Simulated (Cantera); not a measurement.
Feed: 1 mol HF, a varied amount of O2, 3.1 mol H2, equilibrated at 1627 °C and 100000 Pa.

Cantera equilibrium calculation (NASA polynomials, part measured and part estimated; ideal gas, pure solids and liquids). Candidate condensed phases: H2O; 22 gas species. Kinetics and transport are ignored.

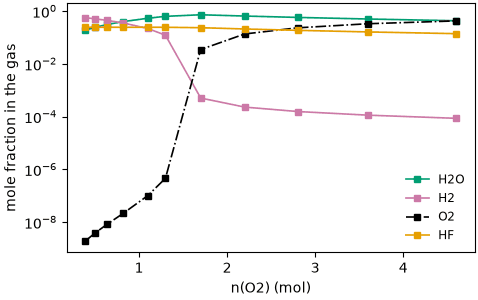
Equilibrium gas composition (values under 1e-9 drawn at 1e-9)

From 0.39 mol O2 to 4.6 mol O2 nothing is condensed.
